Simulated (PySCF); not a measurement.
# CH3GeN (Germyl Cyanide): the cost of one run

Computed with PySCF 2.14.0 and routines of our own; the level stands in each step. Atoms count from 0.

## (1) The starting structure

6 atoms, charge 0, multiplicity 1; geometry from: GFN2-xTB.

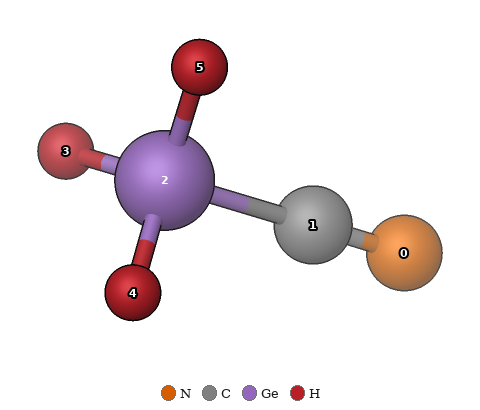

The starting geometry (nitrogen orange, carbon grey, germanium purple, hydrogen red).

## (2) Optimising the geometry at PBE0-D3(BJ)/def2-SVP

What the job is given:

```
{"job": {"xc": "PBE0", "basis": "def2-SVP", "d3": "d3bj", "grid": 1, "maxiter": 30, "shake": 0.01, "kind": "geom"}, "charge": 0, "multiplicity": 1}
N      2.466970    -0.015830     0.052660
C      1.296410     0.000900     0.022050
Ge    -0.623800    -0.004290    -0.025110
H     -1.005500     1.272710    -0.659490
H     -1.028900    -1.193220    -0.824730
H     -1.081020    -0.090290     1.389950
```

Launch:

```
> OMP_NUM_THREADS=1 python heavy_run.py task.json out
```

This one command runs all jobs of the session in turn.

**Question.** How long does this first job take on 1 thread of Arm Neoverse V1, shared host, and how much memory does it need?

About 12 s, with a peak of 0.32 GiB.
